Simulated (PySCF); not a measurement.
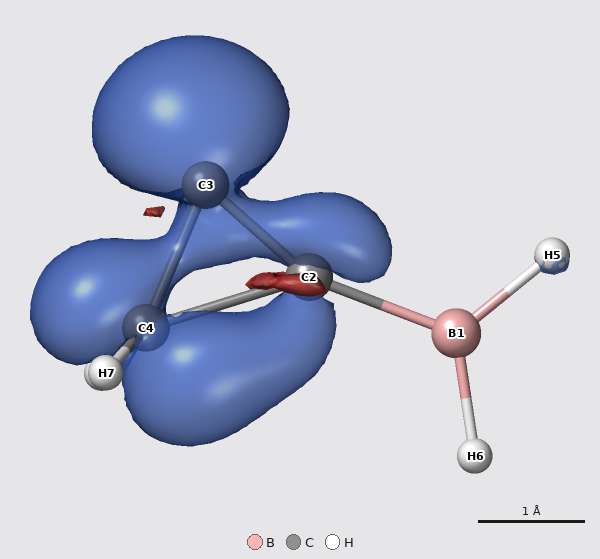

C₃H₄B (doublet). Isosurfaces of the spin density at +0.03 (blue) and −0.03 e/Å³ (red), seen across its widest extent.

Geometry: GFN2-xTB.

Level of theory: UKS B3LYP, pcH-1 on B C H, non-relativistic, mean-field spin-orbit, GIAO (PySCF).

```xyz
8

B     1.4416    0.0456    0.5490
C    -0.0084   -0.2453    0.3966
C    -1.1945   -0.7335    0.6592
C    -1.2643    0.0423   -0.5762
H     2.0293   -0.3816    1.4649
H     1.9858    0.7031   -0.2531
H    -1.2892   -0.4582   -1.5357
H    -1.6913    1.0370   -0.5737
```

Question: Describe the spin distribution.

Answer: The unpaired spin (1 electron) lies mostly on C3 (about 0.6), C4 (about 0.3) and C2 (about 0.1), in electrons by Hirshfeld's partition.
